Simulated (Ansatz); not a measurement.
## Nudged elastic band of ZnH₃ClO

ZnH₃ClO, computed with RKS B3LYP-D4/def2-TZVP (Ansatz 0.2.0).

It belongs to a series of runs on one base structure; here: band between the two ends.

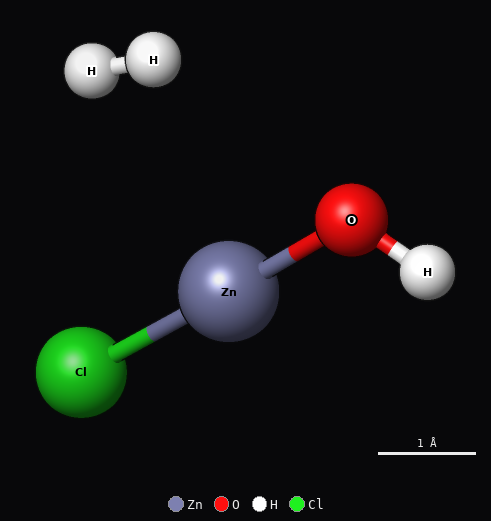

Figure 1. The structure as given in the input (ball-and-stick view, seen at a tilt). Sticks mark near contacts.

The input:
```yaml
crystal:
  periodic: [false, false, false]
  atoms:
    - { symbol: Zn, position_ang: [-0.297678, -0.088543, 0.201201] }
    - { symbol: O, position_ang: [-0.461895, -0.140479, 1.974514] }
    - { symbol: H, position_ang: [-1.331479, -0.38664, 2.303544] }
    - { symbol: Cl, position_ang: [-0.062316, -0.015828, -1.886164] }
    - { symbol: H, position_ang: [2.277948, 0.632592, 0.610986] }
    - { symbol: H, position_ang: [2.001519, 0.549699, 1.300818] }
basis:
  gaussian: { orbitals: def2-TZVP }
hamiltonian:
  xc: b3lyp
  dispersion: d4
neb:
  order_check: false
  images: 9
  f_tol: 0.05
  max_iterations: 60
  final_atoms:
    - { symbol: Zn, position_ang: [0.95297913, 0.39856328, -0.23472167] }
    - { symbol: O, position_ang: [0.02304217, 0.14604382, 1.78711935] }
    - { symbol: H, position_ang: [-0.78813555, -0.34822439, 1.6044448] }
    - { symbol: Cl, position_ang: [-0.88035338, -0.3556527, -1.12683703] }
    - { symbol: H, position_ang: [2.38546775, 0.93046587, -0.1041797] }
    - { symbol: H, position_ang: [0.43309888, -0.22039487, 2.57907326] }
  initial_path:
    images:
      - { positions_ang: [[-0.297678, -0.088543, 0.201201], [-0.461895, -0.140479, 1.974514], [-1.331479, -0.38664, 2.303544], [-0.062316, -0.015828, -1.886164], [2.277948, 0.632592, 0.610986], [2.001519, 0.549699, 1.300818]] }
      - { positions_ang: [[-0.23526376, -0.06990398, 0.15952575], [-0.37485297, -0.11389615, 2.00609031], [-1.25373238, -0.36730198, 2.33290783], [-0.03837465, -0.00917444, -1.95827641], [2.16529605, 0.59981741, 0.61237622], [1.8630267, 0.51126014, 1.35227531]] }
      - { positions_ang: [[-0.17284952, -0.05126496, 0.11785049], [-0.28781093, -0.0873133, 2.03766662], [-1.17598576, -0.34796396, 2.36227166], [-0.0144333, -0.00252087, -2.03038882], [2.05264411, 0.56704282, 0.61376644], [1.72453439, 0.47282128, 1.40373261]] }
      - { positions_ang: [[-0.11043528, -0.03262594, 0.07617524], [-0.2007689, -0.06073045, 2.06924293], [-1.09823913, -0.32862594, 2.39163548], [0.00950806, 0.00413269, -2.10250123], [1.93999216, 0.53426824, 0.61515666], [1.58604209, 0.43438241, 1.45518992]] }
      - { positions_ang: [[-0.04802104, -0.01398693, 0.03449998], [-0.11372686, -0.03414761, 2.10081925], [-1.02049251, -0.30928793, 2.42099931], [0.03344941, 0.01078626, -2.17461364], [1.82734022, 0.50149365, 0.61654688], [1.44754979, 0.39594355, 1.50664722]] }
      - { positions_ang: [[0.0143932, 0.00465209, -0.00717527], [-0.02668483, -0.00756476, 2.13239556], [-0.94274589, -0.28994991, 2.45036314], [0.05739076, 0.01743982, -2.24672605], [1.71468827, 0.46871906, 0.6179371], [1.30905748, 0.35750469, 1.55810453]] }
      - { positions_ang: [[0.20211038, 0.08343433, -0.05268455], [-0.01673943, 0.02315696, 2.06334032], [-0.91182382, -0.3016048, 2.28117947], [-0.13015807, -0.05717868, -2.02274825], [1.84884417, 0.56106842, 0.47351374], [1.13386576, 0.24192478, 1.76229827]] }
      - { positions_ang: [[0.38982757, 0.16221657, -0.09819383], [-0.00679403, 0.05387867, 1.99428507], [-0.88090175, -0.3132597, 2.1119958], [-0.31770689, -0.13179719, -1.79877044], [1.98300007, 0.65341778, 0.32909038], [0.95867404, 0.12634486, 1.96649202]] }
      - { positions_ang: [[0.57754476, 0.2409988, -0.14370311], [0.00315137, 0.08460039, 1.92522983], [-0.84997968, -0.3249146, 1.94281213], [-0.50525572, -0.20641569, -1.57479264], [2.11715596, 0.74576715, 0.18466702], [0.78348232, 0.01076495, 2.17068576]] }
      - { positions_ang: [[0.76526194, 0.31978104, -0.18921239], [0.01309677, 0.11532211, 1.85617459], [-0.81905761, -0.3365695, 1.77362847], [-0.69280455, -0.28103419, -1.35081484], [2.25131186, 0.83811651, 0.04024366], [0.6082906, -0.10481496, 2.37487951]] }
      - { positions_ang: [[0.95297913, 0.39856328, -0.23472167], [0.02304217, 0.14604382, 1.78711935], [-0.78813555, -0.34822439, 1.6044448], [-0.88035338, -0.3556527, -1.12683703], [2.38546775, 0.93046587, -0.1041797], [0.43309888, -0.22039487, 2.57907326]] }
```

Run on 4 threads of Arm Neoverse V1, 24 GiB of memory available, shared host.

Launched with:
```bash
ansatz run input.yaml --threads 4 --pin off --max-ram 5120MiB --backend cpu --events-out ev --progress --plain --runs-dir out
```

The program's output:
```
Engine: ansatz 0.2.0, aarch64-unknown-linux-gnu
Functional definition: B3LYP
  parameter a0 = 0.2
  parameter ax = 0.72
  parameter ac = 0.81
  exchange = (1 - a0 - ax)*slater_x + ax*b88_x + a0*exact_x
  correlation = (1 - ac)*vwn_rpa_c + ac*lyp_c
1071 factors; their error is unknown
mean field evaluation 1: about -63034.4726 eV, gradient 7.5e1 eV
mean field evaluation 2: about -62969.6470 eV, gradient 1.9e2 eV
mean field evaluation 4: about -63042.3044 eV, gradient 2.3e1 eV
mean field evaluation 8: about -63042.9241 eV, gradient 6.7e-2 eV
mean field evaluation 16: about -63043.0176 eV, gradient 6.3e-5 eV
mean field -63043.01761625 eV, -2316.7881653051 hartree, gradient 6.3e-5 eV, S^2 0.000000; 0 other end points of the search recorded, 0 dependent functions left out
the calculation of the forces begins
reference -63043.01786822 eV, -2316.7881745649 hartree; 29, 29 occupied and 105, 105 virtual orbitals, 1071 factors
1071 factors; their error is unknown
mean field evaluation 32: about -63043.3651 eV, gradient 7.3e-5 eV
mean field -63043.36514125 eV, -2316.8009366132 hartree, gradient 7.3e-5 eV, S^2 0.000000; 0 other end points of the search recorded, 0 dependent functions left out
[... from here on the field's lines of each further geometry are left out, up to the last ...]
NEB iter   1: max|band force component| = 1.133e1 eV/Å  barrier→ = 2.3311 eV  barrier← = 2.6944 eV  Δτ_max = 0.2000 Å  (308 SCF iters)
NEB iter   2: max|band force component| = 2.594e0 eV/Å  barrier→ = 1.4734 eV  barrier← = 1.8367 eV  Δτ_max = 0.2000 Å  (317 SCF iters)
NEB iter   3: max|band force component| = 1.788e0 eV/Å  barrier→ = 1.1395 eV  barrier← = 1.5028 eV  Δτ_max = 0.2000 Å  (309 SCF iters)
NEB iter   4: max|band force component| = 2.108e0 eV/Å  barrier→ = 1.0919 eV  barrier← = 1.4552 eV  Δτ_max = 0.1010 Å  (308 SCF iters)
NEB iter   5: max|band force component| = 1.551e0 eV/Å  barrier→ = 1.0182 eV  barrier← = 1.3815 eV  Δτ_max = 0.1012 Å  (279 SCF iters)
NEB iter   6: max|band force component| = 1.168e0 eV/Å  barrier→ = 1.0566 eV  barrier← = 1.4199 eV  Δτ_max = 0.1000 Å  (287 SCF iters)
NEB iter   7: max|band force component| = 9.487e-1 eV/Å  barrier→ = 1.0513 eV  barrier← = 1.4146 eV  Δτ_max = 0.0758 Å  (279 SCF iters)
NEB iter   8: max|band force component| = 5.536e-1 eV/Å  barrier→ = 1.0217 eV  barrier← = 1.3850 eV  CI = image 4  Δτ_max = 0.0983 Å  (279 SCF iters)
NEB iter   9: max|band force component| = 3.003e-1 eV/Å  barrier→ = 1.0369 eV  barrier← = 1.4002 eV  CI = image 4  Δτ_max = 0.0971 Å  (277 SCF iters)
NEB iter  10: max|band force component| = 3.654e-1 eV/Å  barrier→ = 1.0324 eV  barrier← = 1.3956 eV  CI = image 4  Δτ_max = 0.0346 Å  (282 SCF iters)
NEB iter  11: max|band force component| = 2.381e-1 eV/Å  barrier→ = 1.0302 eV  barrier← = 1.3935 eV  CI = image 4  Δτ_max = 0.0234 Å  (279 SCF iters)
NEB iter  12: max|band force component| = 8.710e-2 eV/Å  barrier→ = 1.0292 eV  barrier← = 1.3925 eV  CI = image 4  Δτ_max = 0.0131 Å  (292 SCF iters)
the calculation of the forces begins
reference -63043.34960020 eV, -2316.8003654902 hartree; 29, 29 occupied and 105, 105 virtual orbitals, 1071 factors
1071 factors; their error is unknown
mean field evaluation 1152: about -63041.9800 eV, gradient 3.3e-4 eV
mean field -63041.97998049 eV, -2316.7500328944 hartree, gradient 6.2e-5 eV, S^2 0.000000; 1 other end points of the search recorded, 0 dependent functions left out
the calculation of the forces begins
reference -63041.98022061 eV, -2316.7500417185 hartree; 29, 29 occupied and 105, 105 virtual orbitals, 1071 factors
NEB iter  13: max|band force component| = 3.429e-2 eV/Å  barrier→ = 1.0290 eV  barrier← = 1.3923 eV  CI = image 4  Δτ_max = 0.0000 Å  (651 SCF iters)
```

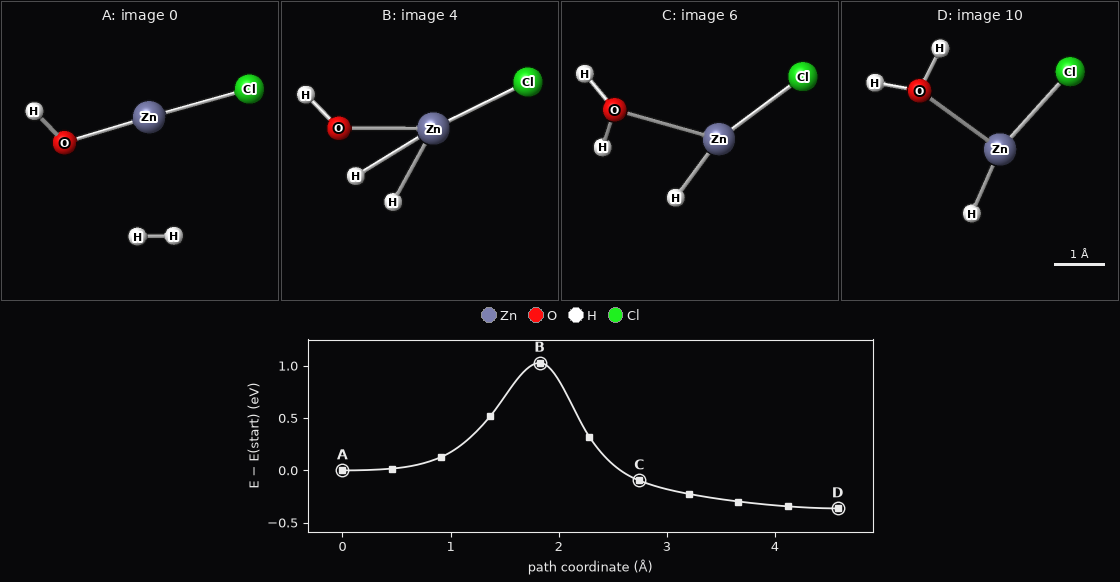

Figure 2. Images of the last band (counted from 0; ball-and-stick, seen at a tilt) above the energy along the path; the line is a cubic interpolation that uses the forces. The highest image is number 4, 1.029 eV above the start and 1.392 eV above the end (the climbing image); the end lies 0.363 eV below the start. The path is 4.58 Å long. The band converged in 13 iterations.

```
Total energy: -63042.12543824 eV, -2316.7553783679 hartree
Atom 0 at     0.309851     0.152991    -0.082204 Å, force    -0.001268    -0.003955    -0.005502 eV/Å
Atom 1 at    -0.186486     0.227700     1.807480 Å, force    -0.022427     0.015116    -0.006985 eV/Å
Atom 2 at    -0.646699    -0.432801     2.339034 Å, force     0.005894    -0.008042    -0.002822 eV/Å
Atom 3 at    -0.254227    -0.109152    -2.111107 Å, force    -0.001196     0.000735     0.006081 eV/Å
Atom 4 at     1.818062     0.422386     0.942489 Å, force    -0.004482     0.000548    -0.000624 eV/Å
Atom 5 at     1.085598     0.289677     1.609206 Å, force     0.023480    -0.004402     0.009853 eV/Å
Dipole moment:     0.030906    -0.188990     0.488996 e Å
this run last wrote the band of iteration 13 to [file]
```

The last band as extended XYZ (Å, eV, eV/Å):
```
6
Properties=species:S:1:pos:R:3:forces:R:3 image=0 energy=-63043.15417
Zn   -0.2977   -0.0885    0.2012   -0.0027  -0.0011   0.0067
O    -0.4619   -0.1405    1.9745    0.0068   0.0019  -0.0072
H    -1.3315   -0.3866    2.3035   -0.0058  -0.0016   0.0015
Cl   -0.0623   -0.0158   -1.8862   -0.0010  -0.0001  -0.0047
H     2.2779    0.6326    0.6110   -0.0104  -0.0034   0.0189
H     2.0015    0.5497    1.3008    0.0132   0.0042  -0.0152
6
Properties=species:S:1:pos:R:3:forces:R:3 image=1 energy=-63043.13679
Zn   -0.3145   -0.0357    0.1088   -0.0243  -0.0133   0.0076
O    -0.4095    0.0436    1.8873   -0.0117  -0.0271   0.0131
H    -1.1085   -0.4714    2.2996   -0.0553   0.0058  -0.0033
Cl   -0.1719   -0.0710   -1.9871    0.0063   0.0042   0.0108
H     2.2766    0.5960    0.7944    0.0352   0.0164  -0.0202
H     1.8538    0.4894    1.4018    0.0497   0.0140  -0.0079
6
Properties=species:S:1:pos:R:3:forces:R:3 image=2 energy=-63043.02618
Zn   -0.1954    0.0286    0.0585   -0.2576  -0.0694   0.0460
O    -0.3692    0.1772    1.8366   -0.0983  -0.0207   0.0354
H    -0.8677   -0.4985    2.3016   -0.1604  -0.0358  -0.0304
Cl   -0.1819   -0.0861   -2.0424    0.0686   0.0147   0.0359
H     2.1205    0.5131    0.8990    0.2017   0.0507  -0.0470
H     1.6198    0.4164    1.4517    0.2460   0.0606  -0.0399
6
Properties=species:S:1:pos:R:3:forces:R:3 image=3 energy=-63042.63356
Zn    0.0575    0.0918    0.0056   -0.6845  -0.1790   0.2361
O    -0.2833    0.2137    1.8087   -0.3047  -0.0220  -0.0127
H    -0.7362   -0.4648    2.3122   -0.3072  -0.0837  -0.1081
Cl   -0.2204   -0.0961   -2.0833    0.1761   0.0409   0.0679
H     1.9326    0.4545    0.9580    0.3142   0.0722   0.0923
H     1.3760    0.3517    1.5037    0.8061   0.1716  -0.2754
6
Properties=species:S:1:pos:R:3:forces:R:3 image=4 energy=-63042.12520
Zn    0.3099    0.1530   -0.0822   -0.0013  -0.0040  -0.0055
O    -0.1865    0.2277    1.8075   -0.0224   0.0151  -0.0070
H    -0.6467   -0.4328    2.3390    0.0059  -0.0080  -0.0028
Cl   -0.2542   -0.1092   -2.1111   -0.0012   0.0007   0.0061
H     1.8181    0.4224    0.9425   -0.0045   0.0005  -0.0006
H     1.0856    0.2897    1.6092    0.0235  -0.0044   0.0099
6
Properties=species:S:1:pos:R:3:forces:R:3 image=5 energy=-63042.83438
Zn    0.5409    0.1925   -0.1800    0.8062   0.1322  -0.3631
O    -0.1870    0.2547    1.8322    0.0616   0.1340   0.0815
H    -0.5959   -0.4465    2.3547    0.2207  -0.0379   0.0895
Cl   -0.2944   -0.1187   -2.1119   -0.2178  -0.0290   0.0250
H     1.8383    0.4254    0.7859    0.1050  -0.0078  -0.6069
H     0.8241    0.2434    1.8241   -0.9757  -0.1915   0.7740
6
Properties=species:S:1:pos:R:3:forces:R:3 image=6 energy=-63043.25024
Zn    0.7332    0.2256   -0.2985    0.2094   0.0253  -0.1041
O    -0.2181    0.2101    1.8251   -0.0411  -0.0311  -0.0195
H    -0.6289   -0.4860    2.3512   -0.0689  -0.0172  -0.0178
Cl   -0.4559   -0.1322   -2.0308   -0.1131  -0.0168   0.0637
H     1.9755    0.4872    0.5939    0.1323   0.0397  -0.1609
H     0.7203    0.2461    2.0640   -0.1186   0.0000   0.2386
6
Properties=species:S:1:pos:R:3:forces:R:3 image=7 energy=-63043.37872
Zn    0.8095    0.2534   -0.3243    0.0487   0.0086  -0.0100
O    -0.1516    0.1596    1.7801    0.0144  -0.0181  -0.0266
H    -0.7023   -0.4945    2.2267   -0.0539   0.0022  -0.0652
Cl   -0.6429   -0.1653   -1.8399   -0.0422  -0.0163   0.0759
H     2.1365    0.5740    0.3914    0.0706   0.0314  -0.0689
H     0.6769    0.2235    2.2710   -0.0376  -0.0079   0.0948
6
Properties=species:S:1:pos:R:3:forces:R:3 image=8 energy=-63043.45144
Zn    0.8624    0.2973   -0.3066    0.0229   0.0090   0.0116
O    -0.0762    0.1358    1.7528    0.0089  -0.0063  -0.0140
H    -0.7640   -0.4812    2.0299   -0.0247   0.0139  -0.0611
Cl   -0.7702   -0.2109   -1.6083   -0.0226  -0.0175   0.0571
H     2.2606    0.6765    0.2108    0.0376   0.0215  -0.0417
H     0.6135    0.1333    2.4264   -0.0221  -0.0206   0.0481
6
Properties=species:S:1:pos:R:3:forces:R:3 image=9 energy=-63043.49805
Zn    0.9058    0.3613   -0.2749    0.0124   0.0053   0.0065
O    -0.0133    0.1195    1.7536    0.0074   0.0033  -0.0021
H    -0.7862   -0.4556    1.8108   -0.0099   0.0128  -0.0370
Cl   -0.8492   -0.2696   -1.3640   -0.0081  -0.0128   0.0375
H     2.3362    0.8196    0.0449    0.0164   0.0138  -0.0239
H     0.5328   -0.0244    2.5344   -0.0182  -0.0224   0.0189
6
Properties=species:S:1:pos:R:3:forces:R:3 image=10 energy=-63043.51746
Zn    0.9530    0.3986   -0.2347   -0.0038  -0.0013  -0.0012
O     0.0230    0.1460    1.7871    0.0274   0.0080   0.0205
H    -0.7881   -0.3482    1.6044   -0.0168  -0.0118  -0.0065
Cl   -0.8804   -0.3557   -1.1268    0.0030   0.0008   0.0013
H     2.3855    0.9305   -0.1042   -0.0019  -0.0011   0.0011
H     0.4331   -0.2204    2.5791   -0.0078   0.0054  -0.0151
```

Key numbers:

| quantity | value |
| --- | --- |
| outcome | converged |
| barrier, forward | 1.029 eV |
| barrier, backward | 1.392 eV |
| wall time | 3.4 min (CPU time 13 min) |
| peak memory | 0.34 GiB |

Remarks:

The order of the saddle point was not checked.
